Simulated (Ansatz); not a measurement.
**Cl3H2HfN (SMILES [NH2][Hf]([Cl])([Cl])[Cl]): density, localisation and related maps**

```xyz
7

Cl    1.9154   -1.7174    0.6522
Cl   -1.3981   -1.6609   -1.5267
Cl    1.3700    0.9562   -2.0624
Hf    0.3148   -0.4385   -0.4901
N    -0.5645    0.7137    0.8780
H    -1.5095    1.0897    0.8171
H    -0.1280    1.0573    1.7320
```

Geometry: PBE0-D4/def2-SVP; core potentials replace the inner electrons of Hf.

All numbers below come from isolated molecule in a Gaussian basis; Kohn-Sham density functional theory, functional PBE0 in Ansatz 0.2.0.

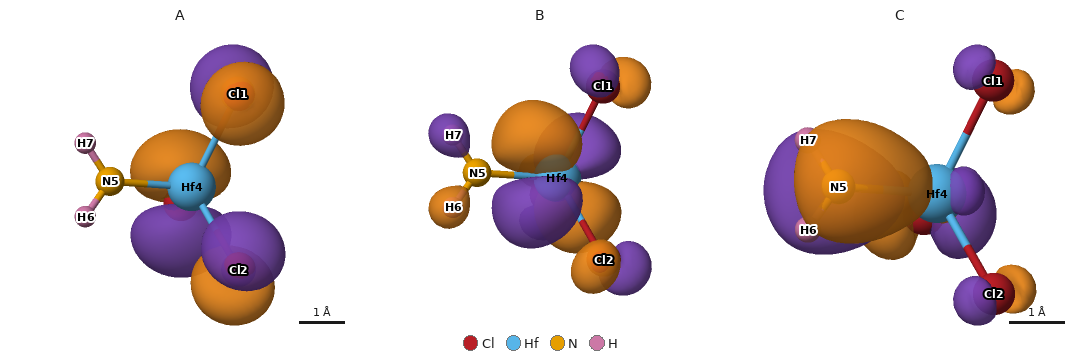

Figure 1. Three frontier orbitals at ±0.1 Å⁻³ᐟ² (orange and purple are the two phases), in no order.

### Order the three orbitals by energy and name them.

A is the HOMO−1 (−9.30 eV). Its weight (Hirshfeld) is mainly on Cl3 (about 50 %), Cl1 (about 20 %) and Cl2 (about 20 %); largely a combination of lone pairs on Cl3, Cl1 and Cl2. C is the HOMO (−8.38 eV). By Hirshfeld shares it lies mainly on N5 (about 60 %), Cl3 (about 15 %) and Hf4 (about 10 %). B is the LUMO (−1.75 eV). Its weight (Hirshfeld) is mainly on Hf4 (about 65 %), Cl1 (about 10 %), Cl2 (about 10 %) and Cl3 (about 5 %).

### What is the HOMO–LUMO gap?

6.63 eV between the orbital energies.

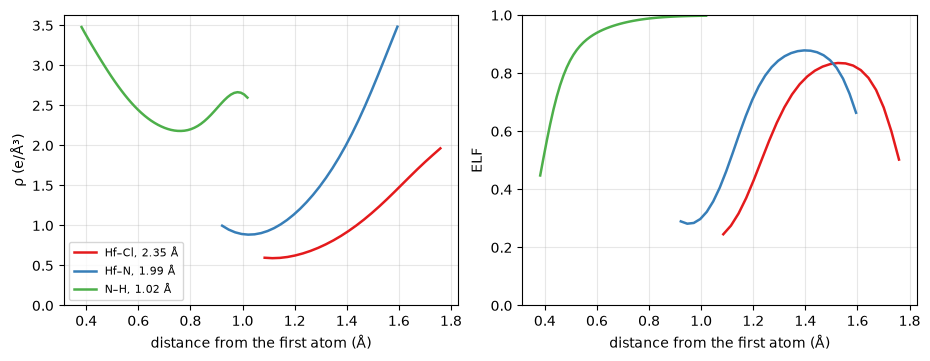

Figure 2. Electron density and electron localisation function along straight lines between neighbouring atoms. The curves leave out the atomic cores.

### Compare the contacts.

Hf–Cl (2.35 Å): the density is about 0.61 e/Å³ at the midpoint; the ELF peaks at about 0.85 in the valence shell of Cl, 0.8 Å from its nucleus, and is about 0.35 at the midpoint.
Hf–N (1.99 Å): ρ at the midpoint is about 0.89 e/Å³; the ELF peaks at about 0.90 in the valence shell of N, 0.6 Å from its nucleus, and is about 0.30 at the midpoint.
N–H (1.02 Å): the density is about 2.8 e/Å³ at the midpoint; the ELF climbs to about 1 towards the hydrogen, as it does in any bond to H (an ordinary covalent bond to hydrogen).

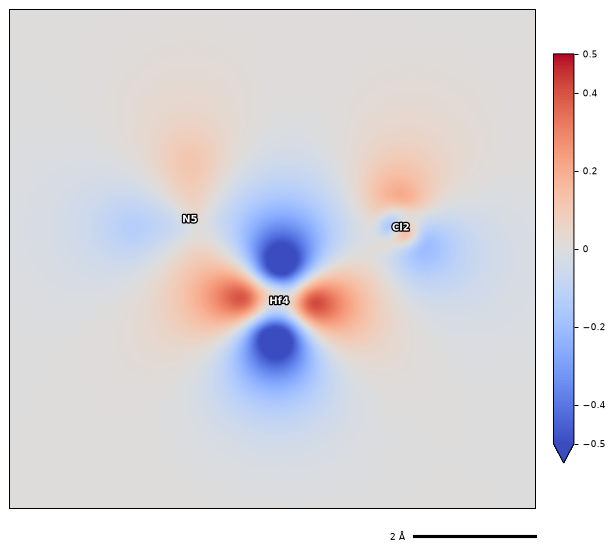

Figure 3. The LUMO on the plane of atoms Cl2, Hf4 and N5 (values in Å⁻³ᐟ²; the overall sign is arbitrary).

### What is the character of this orbital?

Its weight (Hirshfeld) is mainly on Hf4 (about 65 %), Cl1 (about 10 %), Cl2 (about 10 %) and Cl3 (about 5 %). Its energy is −1.75 eV.
